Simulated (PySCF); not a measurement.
**U-wB97X-V/STO-3G run of AlCl2 (SMILES [Cl][Al][Cl])**

Aim: the vertical ionisation energy of AlCl2 at U-wB97X-V/STO-3G, from 2 runs. Input form: a Python script.

Program for the calculation: PySCF 2.14.0.

7 further runs of the same task are left out: 7 set aside as unsound or not needed.

## Step 1: The system as given

AlCl2: 3 atoms, total charge 0, spin state doublet. As SMILES, `[Cl][Al][Cl]`. The shape is that of a PBE0-D4/def2-TZVP optimisation.

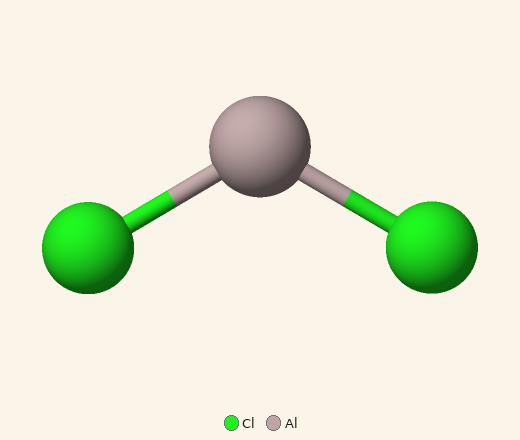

Viewed from a chosen angle; chlorine green, aluminium light grey.

## Step 2: A single-point energy at U-wB97X-V/STO-3G

Contents of input.xyz:

```xyz
3

Cl     1.374800     0.868300     0.838700
Al    -0.432100     0.520700    -0.177200
Cl    -0.953600    -1.453800    -0.674700
```

Contents of run.py:

```python
from pyscf import gto, dft

system = gto.M(
    atom='input.xyz',
    spin=1,
    basis='sto-3g',
    verbose=3,
    max_memory=1860,
)

mf = dft.UKS(system, xc='wb97x-v')
mf.conv_tol = 1e-10
mf.nlcgrids.level = 1
mf.grids.level = 5
mf.kernel()
if not mf.converged:
    mf = mf.newton().run(mf.mo_coeff, mf.mo_occ)

energy = mf.e_tot
print('Final energy', energy)
```

On the command line:

```bash
$ OMP_NUM_THREADS=1 python run.py
```

The log of the run:

```text
WARN: HOMO -0.163491199583326 >= LUMO -0.163491199583325

converged SCF energy = -1149.85496160416  <S^2> = 0.7518748  2S+1 = 2.0018739
Final energy -1149.8549616041596
```

Run time: 16 s. Hardware: 1 thread of Arm Neoverse V2, shared host; peak memory 0.23 GiB.

## Step 3: The singlet cation

Contents of input.py:

```python
from pyscf import gto, dft

mol = gto.M(
    atom='''
Cl       1.374800       0.868300       0.838700
Al      -0.432100       0.520700      -0.177200
Cl      -0.953600      -1.453800      -0.674700
''',
    max_memory=1860,
    verbose=3,
    spin=0,
    charge=1,
    basis='sto-3g',
)

calc0 = dft.RKS(mol, xc='wb97x-v')
calc0.conv_tol = 1e-10
calc0.grids.level = 5
calc0.nlcgrids.level = 1
calc0.kernel()
if not calc0.converged:
    calc0 = calc0.newton().run(calc0.mo_coeff, calc0.mo_occ)

etot = calc0.e_tot
print('E = %.10f Eh' % etot)
```

On the command line:

```bash
$ OMP_NUM_THREADS=1 python input.py
```

The log of the run:

```text
converged SCF energy = -1149.60111825483
E = -1149.6011182548 Eh
```

Run time: 14 s. Hardware: 1 thread of Arm Neoverse V2, shared host; peak memory 0.22 GiB.

## Step 4: Results

At U-wB97X-V/STO-3G:

| quantity | value |
| --- | --- |
| doublet AlCl2: total energy | -1149.85496 Eh |
| doublet AlCl2: dipole moment | 3.72 D |
| doublet AlCl2: HOMO energy (highest over α and β) | -6.24 eV |
| doublet AlCl2: LUMO energy (lowest over α and β) | 1.78 eV |
| doublet AlCl2: ⟨S²⟩ | 0.752 |
| singlet cation: total energy | -1149.60112 Eh |
| singlet cation: HOMO energy | -16.16 eV |
| singlet cation: LUMO energy | -7.45 eV |
| singlet cation: HOMO–LUMO gap | 8.71 eV |
| vertical ionisation energy (to the singlet cation) | 6.907 eV |

The vertical ionisation energy comes to 6.91 eV (159 kcal/mol). Only the singlet of the ionised species was computed; a triplet could lie lower. In a minimal basis such a difference can be off by several eV, whatever the method. Mulliken charges (singlet cation) run from -0.16 on Cl1 to +1.31 on Al2.
